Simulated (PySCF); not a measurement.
# SiH2F (SMILES F[SiH2]): UB3LYP/STO-6G

Aim: the vertical ionisation energy of SiH2F at UB3LYP/STO-6G, from 2 runs. Input form: a Python script.

The calculation is run with PySCF 2.14.0.

10 further runs of the same task are left out: 10 set aside as unsound or not needed.

## 1. The system as given

SiH2F: 4 atoms, total charge 0, spin state doublet. SMILES: `F[SiH2]`. The shape is that of a GFN2-xTB optimisation.

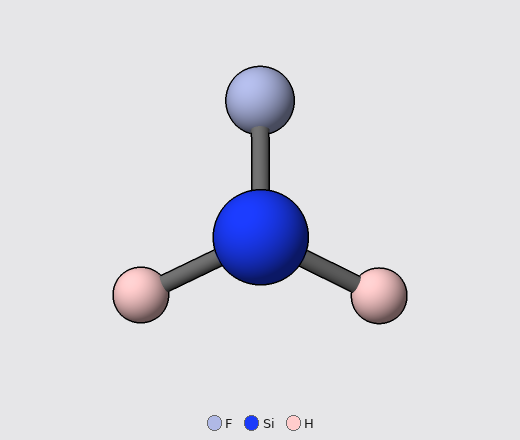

Viewed from a chosen angle; fluorine light blue, silicon blue, hydrogen pink.

## 2. A single-point energy at UB3LYP/STO-6G

run.py reads:

```python
from pyscf import gto, dft

mol = gto.M(
    atom='''
F    1.205590   0.647540  -0.425510
Si  -0.122150  -0.264920  -0.246870
H   -1.219930   0.678520  -0.261640
H    0.136490  -1.061140   0.934020
''',
    verbose=3,
    basis='sto-6g',
    spin=1,
    max_memory=1860,
)

myscf = dft.UKS(mol, xc='b3lyp')
myscf.grids.level = 5
myscf.conv_tol = 1e-10
myscf.kernel()
if not myscf.converged:
    myscf = myscf.newton().run(myscf.mo_coeff, myscf.mo_occ)

energy = myscf.e_tot
print('Final energy', energy)
```

Run with:

```
$ OMP_NUM_THREADS=1 python run.py
```

Log:

```text
WARN: HOMO -0.114346051984993 >= LUMO -0.114346051984992

converged SCF energy = -388.899518118298  <S^2> = 0.75043105  2S+1 = 2.000431
Final energy -388.89951811829775
```

It took 7.2 s on 1 thread of Arm Neoverse N1, shared host; peak memory 0.19 GiB.

## 3. The singlet cation at the same level

mol.xyz reads:

```xyz
4

F      1.205590     0.647540    -0.425510
Si    -0.122150    -0.264920    -0.246870
H     -1.219930     0.678520    -0.261640
H      0.136490    -1.061140     0.934020
```

job.py reads:

```python
from pyscf import gto, dft

mol = gto.M(
    atom='mol.xyz',
    charge=1,
    max_memory=1860,
    verbose=3,
    basis='sto-6g',
)

mf = dft.RKS(mol, xc='b3lyp')
mf.conv_tol = 1e-10
mf.grids.level = 5
mf.kernel()
if not mf.converged:
    mf = mf.newton().run(mf.mo_coeff, mf.mo_occ)

e_final = mf.e_tot
print('E(%s) = %.9f' % ('B3LYP', e_final))
```

Run with:

```
$ OMP_NUM_THREADS=1 python job.py
```

Log:

```text
converged SCF energy = -388.674038298479
E(B3LYP) = -388.674038298
```

Run time: 4.8 s. Hardware: 1 thread of Arm Neoverse N1, shared host; peak memory 0.18 GiB.

## 4. What came out

Level: UB3LYP/STO-6G.

```
                                          quantity          value
                       doublet SiH2F: total energy  -388.89952 Eh
                      doublet SiH2F: dipole moment         0.75 D
 doublet SiH2F: HOMO energy (highest over α and β)       -2.32 eV
  doublet SiH2F: LUMO energy (lowest over α and β)        1.19 eV
                               doublet SiH2F: ⟨S²⟩          0.750
                      singlet cation: total energy  -388.67404 Eh
                       singlet cation: HOMO energy      -14.85 eV
                       singlet cation: LUMO energy       -9.82 eV
                     singlet cation: HOMO–LUMO gap        5.03 eV
vertical ionisation energy (to the singlet cation)       6.136 eV
```

In words: The vertical ionisation energy comes to 6.14 eV (141 kcal/mol). Only the singlet of the ionised species was computed; a triplet could lie lower. In a minimal basis such a difference can be off by several eV, whatever the method.
